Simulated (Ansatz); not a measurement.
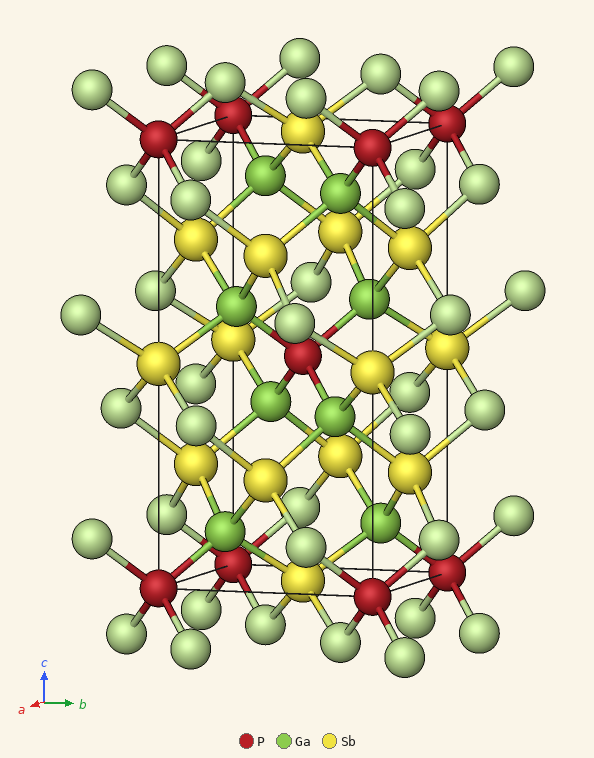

Ball-and-stick drawing of the structure, looking slightly off an axis. The lines enclose the conventional unit cell; boundary atoms appear with their images. Atoms just outside the outline that bond to atoms inside are added, in fainter colours.

Ga4Sb3P, space group I-42m (No. 121), a = 5.962 Å, b = 5.962 Å, c = 11.890 Å, α = 90.00°, β = 90.00°, γ = 90.00°. Its origin is a structure type filled with these elements by a generator (whether the compound takes this form wasn't checked). Earlier steps of the study may have refined or changed the cell and positions. Ansatz was used for an electronic-structure calculation on it.

This one geometry was computed with Ansatz (DFT, plane waves, PAW) at five levels of theory: HSE06, PBE0, r2SCAN, PBE and PBE with spin-orbit coupling. It was relaxed beforehand with r2SCAN.

Q: Which level gives the highest pressure at this volume, and what does that say about its equilibrium volume?

A: Highest: PBE (2.0 GPa) and PBE with spin-orbit coupling (2.0 GPa), which points to the largest equilibrium volume. Lowest, with the smallest volume: HSE06 (0.2 GPa), PBE0 (0.0 GPa) and r2SCAN (0.0 GPa). Levels within 0.5 GPa of each other can't be told apart.

Q: How does the band gap change with the level of theory?

A: PBE with spin-orbit coupling: a gap of 0.10 eV, direct; PBE: a gap of 0.28 eV, direct; r2SCAN: a gap of 0.70 eV, direct; HSE06: a gap of 1.05 eV, direct; PBE0: a gap of 1.61 eV, direct.

Q: Collect the results in a table.

A:
| level | cutoff (eV) | k-mesh of the run's cell | gap (eV) | pressure (GPa) |
| --- | --- | --- | --- | --- |
| HSE06 | 420 | 4×4×4 | 1.05 | 0.2 |
| PBE0 | 420 | 4×4×4 | 1.61 | 0.0 |
| r2SCAN | 500 | 6×6×6 | 0.70 | 0.0 |
| PBE | 420 | 6×6×6 | 0.28 | 2.0 |
| PBE with spin-orbit coupling | 420 | 6×6×6 | 0.10 | 2.0 |

Gaps are taken on the k-mesh or band path of each run.
